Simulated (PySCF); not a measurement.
# C$_{3}$H$_{4}$BrCl, SMILES `C/C(Br)=C/Cl`: electronic structure

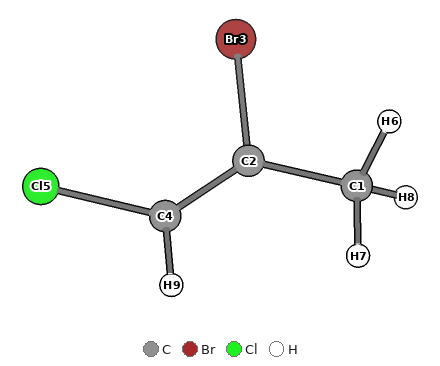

The molecule, with its atoms numbered as below. No frequency check shows the geometry to be a minimum.

Coordinates in Å:

```
C1       1.0166   -2.1158   -0.0000
C2       0.1227   -0.9238    0.0002
Br3      1.0321    0.7493    0.0000
C4      -1.2025   -0.9707    0.0002
Cl5     -2.2216    0.4107   -0.0001
H6       1.6601   -2.1015    0.8788
H7       0.4317   -3.0319    0.0005
H8       1.6588   -2.1016   -0.8808
H9      -1.7292   -1.9128    0.0006
```

### 1. Excited states

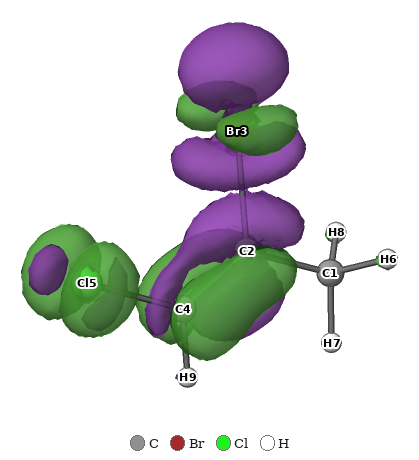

Unrelaxed difference density of S₁ less the ground state (TDA singlet states), ±0.03 e/Å³; purple: gain, green: loss.

PySCF calculation, PBE/def2-SVP, gas phase; geometry: GFN2-xTB. Without diffuse functions Rydberg states are missing, so the states' numbers hold for this basis only.

**How does the charge move on excitation?**

0.66 e is displaced in all, of which about 0.3 e passes between atoms: Cl5 (0.17 e) and C4 (0.12 e) lose electrons and Br3 (0.22 e) and C2 (0.06 e) gain them. The state: 5.10 eV (243 nm), f = 0.003; the leading pair carries 100 %; hole on Cl5 (26 %), Br3 (23 %) and C4 (22 %), electron on Br3 (44 %), C2 (26 %) and C4 (10 %); their centroids lie 0.8 Å apart.

### 2. Removing or adding an electron

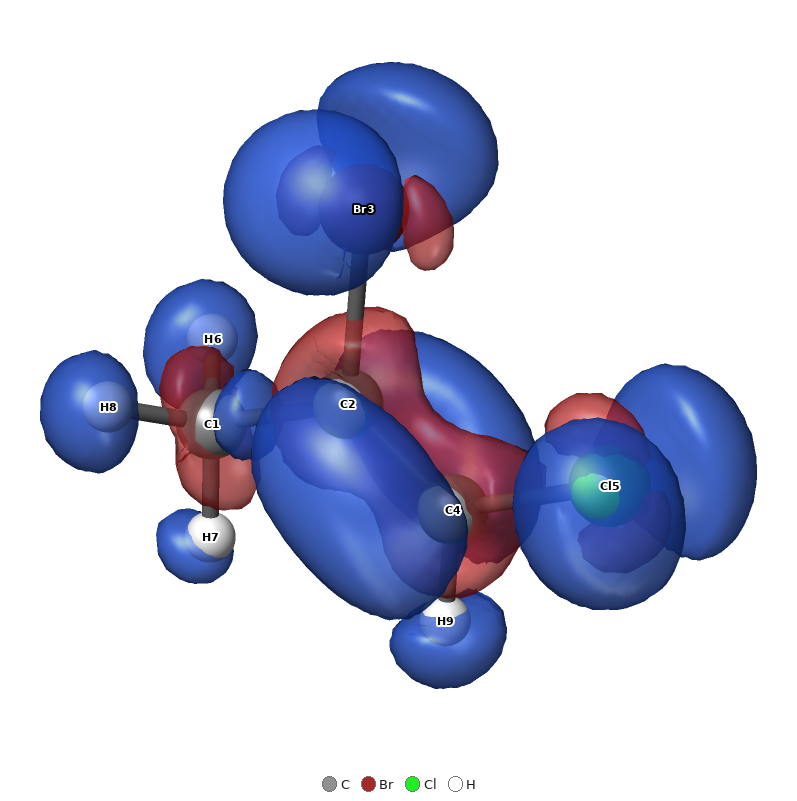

Fukui function f⁻ = ρ(N) − ρ(N−1) at fixed geometry, surfaces at ±0.02 e/Å³ (blue positive, red negative).

PySCF calculation, M06-2X/aug-cc-pVDZ, gas phase; geometry: GFN2-xTB.

**On which atoms does the density change most on removal of an electron?**

f⁻ (Hirshfeld-condensed) is largest on Br3 (0.28) and Cl5 (0.25); the vertical ionisation energy is 9.39 eV (the stability of the cation's solution wasn't checked). Condensed values hint at sites of electrophilic attack but needn't mark the atom that reacts. Shares this close don't rank the sites. Orbital relaxation makes it negative in places (0.18 e in all).

```tsv
atom	f⁻	charge
C1	+0.04	−0.14
C2	+0.12	−0.02
Br3	+0.28	0.00
C4	+0.14	−0.07
Cl5	+0.25	−0.02
H6	+0.04	+0.06
H7	+0.03	+0.06
H8	+0.04	+0.06
H9	+0.06	+0.07
```

### 3. Localised orbitals

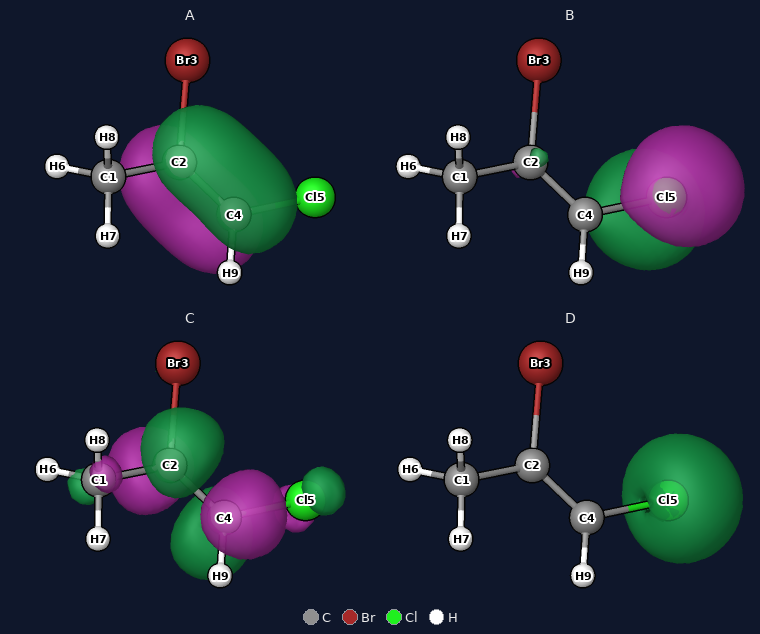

Intrinsic bond orbitals (IBO), occupied and valence-virtual; each surface holds about 80 % of the orbital's density. Energies are diagonal elements of the Fock matrix.

PySCF calculation, BP86/cc-pVTZ, gas phase; geometry: GFN2-xTB.

**What does each orbital represent in a Lewis picture?**

By panel:
- A: π bond C4–C2 (C4 52 %, C2 47 %; −7.9 eV)
- B: lone pair on Cl5 (p-type) (Cl5 96 %; −8.1 eV)
- C: π* orbital C2–C4 (C2 47 %, C4 43 %, Cl5 4 %; −0.1 eV)
- D: lone pair on Cl5 (s-type) (Cl5 100 %; −17.3 eV)

The PySCF runs shown took 120 s, 6.9 min and 50 s on 1 thread of Arm Neoverse V1 (shared host).
